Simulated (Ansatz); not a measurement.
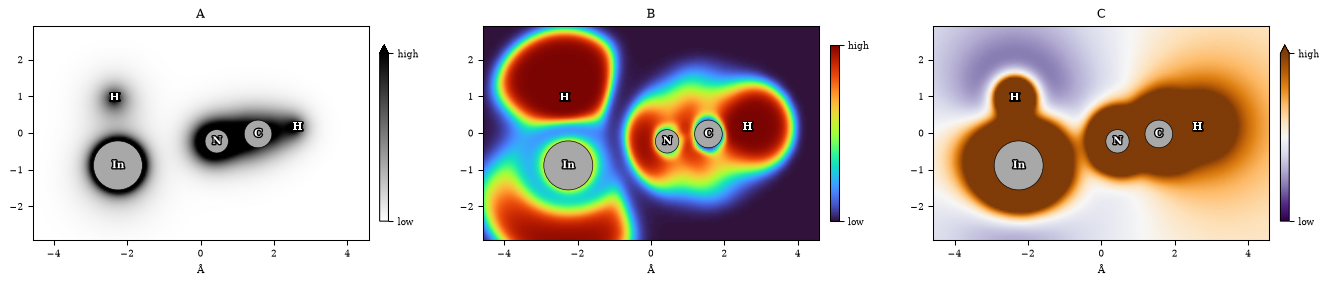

CH2InN: 3 fields on the molecular plane, with unlabelled colour scales. Grey discs cover the atomic cores.

Geometry: PBE0-D4/def2-TZVP; core potentials replace the inner electrons of In; at this geometry the atoms fall into two loosely joined parts.

All numbers below come from RKS PBE0-D4/def2-TZVPP (Ansatz).

Match the panels to the quantities (electron density, electron localisation function and electrostatic potential).

Answer. Panel A: electron density. Panel B: electron localisation function. Panel C: electrostatic potential (strongly positive close to the atoms, with negative regions outside electron-rich atoms). From the grid: C–N (1.14 Å): ρ is about 3.8 e/Å³ halfway; the ELF peaks at about 0.85 between the atoms; a multiple bond. C–H (1.07 Å): ρ is about 2.1 e/Å³ halfway; the ELF climbs to about 1 towards the hydrogen, as it does in any bond to H: a covalent bond by its length.
